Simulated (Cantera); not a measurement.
A closed system holds: 1 mol SiH₄, 0.31 mol NH₃, 63 mol N₂, equilibrated at 1.60 mbar.

These are equilibrium values from Cantera (NASA tables, ideal gas, pure condensed phases), not measurements of a reactor. Candidate condensed phases: Si, Si₃N₄; 18 gas species. The tables' values for SiN are old estimates; treat these amounts as uncertain. The numbers say what is thermodynamically allowed, not how fast it happens.

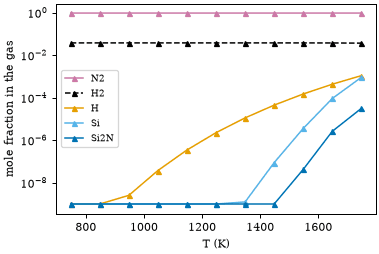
Figure: Equilibrium gas composition (values under 1e-9 drawn at 1e-9)

From 748 K to 1648 K the condensed part is Si₃N₄(s). At 1748 K the condensed part is Si(l).
